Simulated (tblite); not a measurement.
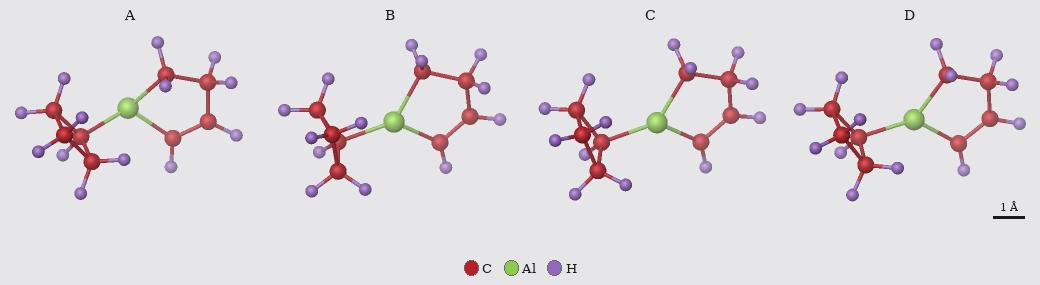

4 geometries from one relaxation of C8H13Al, in shuffled order. A ball-and-stick model, seen at a tilt.

These are results of GFN2-xTB geometry optimisation, gas phase in tblite, not measurements. 

> Put them in the order of the run, from the start to the converged end.

A, D, C, B. They are steps 0, 39, 93, 147, at +0.810 eV, +0.078 eV, +0.019 eV relative to the last. The largest move after the best rigid fit is that of an H atom, 1.18 Å. By element the largest moves are H 1.18 Å, Al 0.64 Å, C 0.56 Å. Among the contacts that change: Al–C 1.904 → 1.961 Å, C–C 1.512 → 1.551 Å, Al–C 1.975 → 2.002 Å, C–H 1.117 → 1.091 Å. Among the angles between lasting bonds that change: C–Al–C 120.4° → 136.0°, Al–C–H 108.3° → 121.1°, Al–C–H 125.8° → 137.2°. Groups turn about C–C by about 45°, C–C by about 30°, C–C by about 25°. Over 147 geometry steps the energy falls by 0.810 eV.
